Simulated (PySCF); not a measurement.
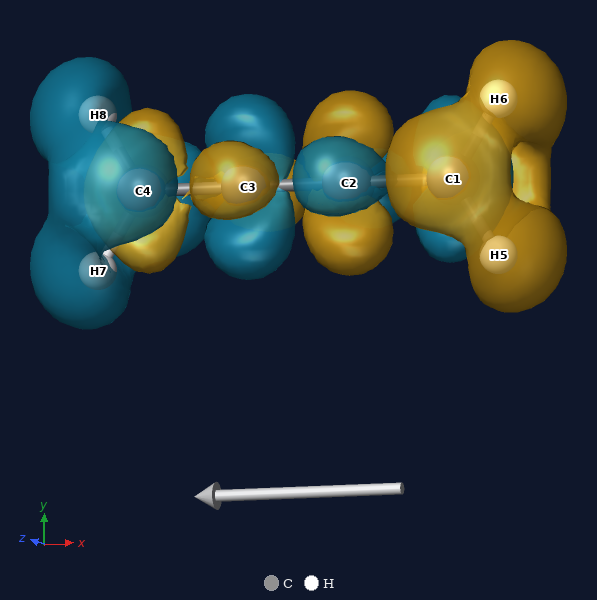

Figure 1: C4H4, SMILES `C=C=C=C`. Change of the electron density in a uniform field of 0.51 V/Å along −x (arrow), surfaces at ±0.006 e/Å³ (yellow: gain, teal: loss).

Method: CAM-B3LYP/6-311+G**; geometry: GFN2-xTB; program: PySCF. No frequency check shows the geometry to be a minimum. The basis has diffuse s and p functions alone, which still leaves polarisabilities too small, most of all across bonds.

Geometry (Å), atoms numbered from 1:

```
C1       1.9368    0.0003    0.0000
C2       0.6296   -0.0010    0.0000
C3      -0.6296    0.0010    0.0000
C4      -1.9368   -0.0003    0.0000
H5       2.5012   -0.9192    0.0000
H6       2.5011    0.9194    0.0000
H7      -2.5011   -0.9194    0.0000
H8      -2.5012    0.9192    0.0000
```

How large is the response?

Answer. The induced dipole is 2.72 D (along the field); α along this axis, from the fields in both directions, is 107 bohr³ (15.9 Å³).

Which atoms gain and lose the most charge?

Answer. Electrons gather most on C1 (Hirshfeld charge changes by −0.051 e) and leave C4 most (+0.052 e); 0.192 electrons are displaced in all.
